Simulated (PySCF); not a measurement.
**AlF2 (SMILES [F][Al][F]) at U-r2SCAN/STO-6G**

What is the vertical doublet–quartet gap of AlF2 at U-r2SCAN/STO-6G? 

The calculation is run with PySCF 2.14.0.

16 further runs of the same task are left out: 2 that didn't finish, 14 set aside as unsound or not needed.

## (1) The molecule

The species is AlF2 (3 atoms), meant as a doublet with charge 0. SMILES: `[F][Al][F]`. The coordinates come from a PBE0-D4/def2-TZVP relaxation.

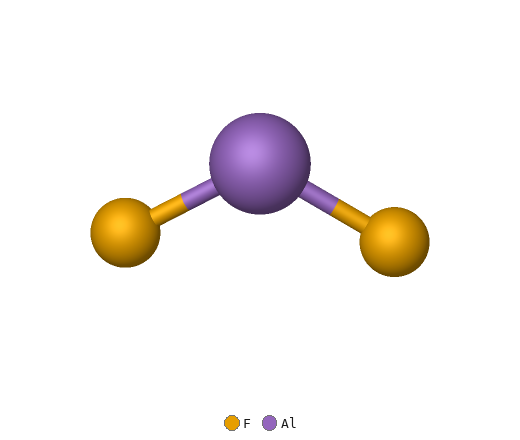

Viewed from a chosen angle; fluorine amber, aluminium purple.

## (2) The energy at U-r2SCAN/STO-6G

The input, calc.py:

```python
from pyscf import gto, dft

mol = gto.Mole()
mol.atom = '''
F      0.533000    -1.361200     0.136400
Al     0.388700     0.275400     0.245200
F     -0.932500     1.021000    -0.394800
'''
mol.max_memory = 1860
mol.basis = 'sto-6g'
mol.spin = 1
mol.verbose = 4
mol.build()

mf = dft.UKS(mol, xc='r2scan')
mf.conv_tol = 1e-10
mf.grids.level = 5
mf.kernel()
if not mf.converged:
    mf = mf.newton().run(mf.mo_coeff, mf.mo_occ)

e_final = mf.e_tot
print('Final energy', e_final)
```

The run is started by

```console
$ OMP_NUM_THREADS=1 python calc.py
```

Standard output:

```text
PySCF version 2.14.0

[INPUT] num. atoms = 3
[INPUT] num. electrons = 31
[INPUT] charge = 0
[INPUT] spin (= nelec alpha-beta = 2S) = 1
[INPUT] symmetry False subgroup None
[INPUT] Mole.unit = angstrom
[INPUT] Symbol           X                Y                Z      unit          X                Y                Z       unit  Magmom
[INPUT]  1 F      0.533000000000  -1.361200000000   0.136400000000 AA    1.007224024393  -2.572295200758   0.257758643391 Bohr   0.0
[INPUT]  2 Al     0.388700000000   0.275400000000   0.245200000000 AA    0.734536544618   0.520430574705   0.463360845743 Bohr   0.0
[INPUT]  3 F     -0.932500000000   1.021000000000  -0.394800000000 AA   -1.762169611157   1.929410373181  -0.746063873978 Bohr   0.0

nuclear repulsion = 90.2607529446251
number of shells = 11
number of NR pGTOs = 114
number of NR cGTOs = 19
basis = sto-6g
ecp = {}

[... 37 lines left out ...]
WARN: HOMO -0.156317890148971 >= LUMO -0.156317890148973
[... 42 lines left out ...]
converged SCF energy = -440.068628453939  <S^2> = 0.75308869  2S+1 = 2.0030863
Final energy -440.0686284539388
```

Wall time 6.3 s (1 thread of Arm Neoverse V1, shared host); peak memory 0.21 GiB.

## (3) The quartet at the same level

The input, job.py:

```python
from pyscf import gto, dft

molecule = gto.M(
    atom=[
    ('F', (0.533000, -1.361200, 0.136400)),
    ('Al', (0.388700, 0.275400, 0.245200)),
    ('F', (-0.932500, 1.021000, -0.394800)),
],
    max_memory=1860,
    charge=0,
    verbose=3,
    basis='sto-6g',
    spin=3,
)

calc0 = dft.UKS(molecule, xc='r2scan')
calc0.conv_tol = 1e-10
calc0.grids.level = 5
calc0.kernel()
if not calc0.converged:
    calc0 = calc0.newton().run(calc0.mo_coeff, calc0.mo_occ)

etot = calc0.e_tot
print('Final energy', etot)
```

The run is started by

```console
$ OMP_NUM_THREADS=1 python job.py
```

Standard output:

```text
WARN: HOMO 0.0428477860930338 >= LUMO -0.493386140104518

WARN: HOMO 0.151312552258831 >= LUMO -0.0980318951580068

WARN: HOMO 0.169350875425815 >= LUMO -0.142997027936649

WARN: HOMO 0.169138203804969 >= LUMO -0.141943459518399

WARN: HOMO 0.168630559356316 >= LUMO -0.141746441825808

WARN: HOMO 0.168642313249492 >= LUMO -0.141946217177824

WARN: HOMO 0.168645588264101 >= LUMO -0.142295174487273

WARN: HOMO 0.168635395028922 >= LUMO -0.142384293914232

WARN: HOMO 0.16863589270894 >= LUMO -0.142373257460602

WARN: HOMO 0.168635900223904 >= LUMO -0.142372488168393

WARN: HOMO 0.16863588224396 >= LUMO -0.14237264752118

WARN: HOMO 0.168635881799713 >= LUMO -0.142372623852316

converged SCF energy = -439.783815535926  <S^2> = 3.7504648  2S+1 = 4.0002324
Final energy -439.78381553592556
```

Wall time 6.9 s (1 thread of Arm Neoverse V1, shared host); peak memory 0.21 GiB.

## (4) Summary of results

Level: U-r2SCAN/STO-6G.

| quantity | value |
| --- | --- |
| doublet: total energy | -440.06863 Eh |
| doublet: dipole moment | 1.30 D |
| doublet: HOMO energy (highest over α and β) | -0.14 eV |
| doublet: LUMO energy (lowest over α and β) | 2.15 eV |
| doublet: ⟨S²⟩ | 0.753 |
| quartet: total energy | -439.78382 Eh |
| quartet: dipole moment | 0.17 D |
| quartet: ⟨S²⟩ | 3.750 |
| vertical energy of the quartet above the doublet | 7.750 eV |

**Reading.** At this shape the quartet lies 7.75 eV (748 kJ/mol) above the doublet. In a minimal basis such a difference can be off by several eV, whatever the method. Mulliken charges (doublet) run from -0.29 on F1 to +0.58 on Al2; they depend strongly on the basis.
